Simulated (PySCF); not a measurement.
# Run report: BP2H5F2, NMR shielding calculation

BP2H5F2, computed with GIAO PBE0/aug-cc-pVDZ NMR shielding, non-relativistic, gas phase (PySCF 2.14.0).

Some settings of this run were made unusual or wrong on purpose. The geometry comes from this level: GFN2-xTB.

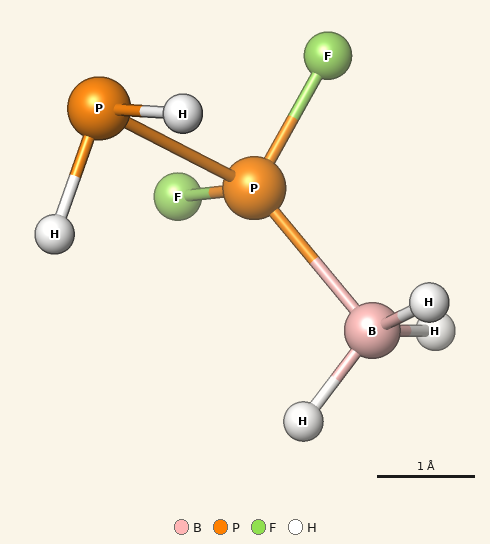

The input geometry (ball-and-stick view, seen at an oblique angle).

### Input file
```
{"job": {"kind": "nmr", "xc": "PBE0", "basis": "aug-cc-pVDZ", "pop": false, "scf": {"conv": 0.1, "max_cycle": 87}}, "charge": 0, "multiplicity": 1}
B     -1.346181     0.706715    -0.305104
P      0.055113    -0.322596     0.520649
F      0.331324     0.126729     2.042367
F     -0.426391    -1.803629     0.931611
P      2.112583    -0.774373    -0.102813
H     -0.876472     1.789665    -0.410268
H     -2.245750     0.622681     0.457110
H     -1.518796     0.168845    -1.346756
H      1.635412    -1.081008    -1.378864
H      2.288040     0.571626    -0.430460
```

The first line tells a small driver script what to run in PySCF; the rest is the geometry in Å.

Machine: 1 CPU thread, shared host.

Launch command:
```bash
OMP_NUM_THREADS=1 python <driver script> task.json out
```

### Log
```
final grid: 85128 points
cycle   1  E = -909.7133788364  dE =  4.953e-01  |g| = 6.924e-01  |ddm| = 7.661e+00
cycle   2  E = -909.6092223859  dE =  1.042e-01  |g| = 1.038e+00  |ddm| = 3.504e+00
cycle   3  E = -909.8203037971  dE = -2.111e-01  |g| = 9.733e-02  |ddm| = 1.731e+00
cycle   4  E = -909.8225697853  dE = -2.266e-03  |g| = 2.713e-02  |ddm| = 3.519e-01
converged SCF energy = -909.8225697853

GIAO shielding tensors (ppm)
atom      isotropic    diamagn.    paramagn.     s11        s22        s33       span
  0 B      114.869     232.036    -117.167    107.314    107.910    129.384     22.070
  1 P      128.226     959.224    -830.998    -24.918     92.720    316.876    341.794
  2 F      258.055     489.201    -231.146    138.840    279.465    355.861    217.021
  3 F      258.041     489.217    -231.176    138.811    279.445    355.868    217.057
  4 P      552.130     969.251    -417.122    494.609    515.390    646.389    151.780
  5 H       30.580      30.447       0.133     27.835     28.499     35.407      7.572
  6 H       29.495      28.375       1.120     26.363     26.711     35.410      9.047
  7 H       30.578      30.428       0.150     27.837     28.494     35.403      7.566
  8 H       29.442      29.488      -0.046     24.905     27.452     35.968     11.063
  9 H       29.439      29.487      -0.048     24.897     27.445     35.976     11.080
```

### Outcome

```csv
quantity,value
outcome,converged
total energy,−909.822570 hartree
HOMO,−8.70 eV
LUMO,−1.41 eV
dipole moment,3.80 D
"isotropic shielding, B",114.9 ppm
"isotropic shielding, P",128.2 to 552.1 ppm
"isotropic shielding, F",258.0 ppm
"isotropic shielding, H",29.4 to 30.6 ppm
wall time,8.3 s
peak memory,0.79 GiB
```

### What went wrong

Some settings of this run were drawn to be unusual or wrong. It converged; results that depend on the unusual settings are not reference values.
